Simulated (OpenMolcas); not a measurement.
GeSiH4F: a line through the functionals

GeSiH4F: 7 atoms, total charge 0, spin state doublet. As SMILES, `F[SiH][GeH3]`. The shape is that of a PBE0-D4/def2-TZVP optimisation.

The dipole moment y, in D, basis def2-SVPD; a is the functional's share of exact exchange. Programs: OpenMolcas 26.06.

| functional | program | a | y (D) |
| --- | --- | --- | --- |
| U-r2SCAN | OpenMolcas | 0 | 1.20 |
| UTPSS | OpenMolcas | 0 | 1.15 |
| UB3LYP | OpenMolcas | 0.2 | 1.28 |
| UPBE0 | OpenMolcas | 0.25 | ? |
| UBHLYP | OpenMolcas | 0.5 | 1.39 |

Q: Fit y = c + s·a to the known rows and predict UPBE0.

A: 
1. Means of the 4 rows: a = 0.1750, y = 1.255.
2. Σ(Δa)² = 0.1675, Σ(Δa·Δy) = 0.0725, so the slope is 0.0725/0.1675 = 0.43284.
3. Intercept: 1.255 − (0.43284) × 0.1750 = 1.179. The largest residual of the fit is 0.029.
4. UPBE0: 1.179 + (0.43284) × 0.25 = 1.29 D.

The run gave 1.30 D, so the prediction is off by -0.01 D, within the largest residual. More exact exchange makes the molecule more polar here. The rows mix families of semi-local functionals, which the line can't see.

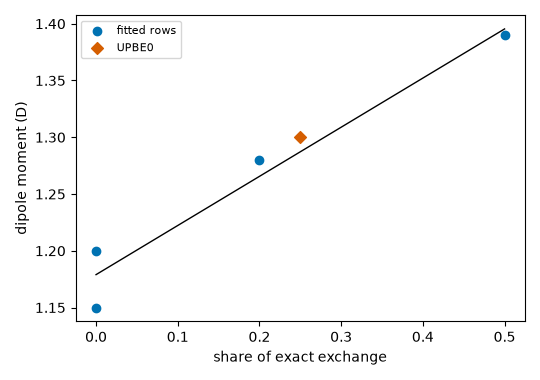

The fitted line, with the withheld row.
